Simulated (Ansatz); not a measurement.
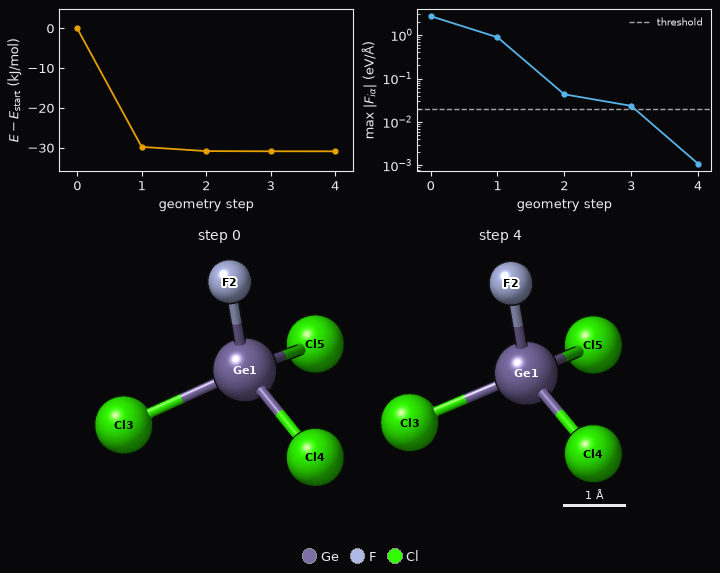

First and last geometry of a relaxation of GeCl3F, with the history of the run. A ball-and-stick model, seen from a free direction.

The run prepares the start of a later molecular dynamics calculation, from a guessed geometry.

Method: RKS LDA/def2-SVP (Ansatz). Set-up: no spin polarisation; force threshold 0.02 eV/Å; at most 40 steps.

Read the history and describe the run.

It converged. The energy falls by 30.9 kJ/mol in 4 geometry steps. Largest force component: 2.7 eV/Å at the start, 0.0011 eV/Å at the end. Cl3 moves most after the best rigid fit: 0.091 Å. By element the largest moves are Cl 0.091 Å, Ge 0.065 Å, F 0.032 Å. Near-neighbour distances that change, for instance: Ge1–Cl3 2.220 → 2.108 Å, Ge1–F2 1.680 → 1.713 Å. The run took 3.3 s on 2 threads of Intel(R) Xeon(R) 6975P-C (Granite Rapids), on a shared host, peak memory 0.17 GiB.

```csv
step,"E − E(0), kJ/mol","largest force component, eV/Å"
0,0.00,2.7337
1,-29.75,0.8912
2,-30.81,0.0434
3,-30.85,0.0236
4,-30.86,0.0011
```
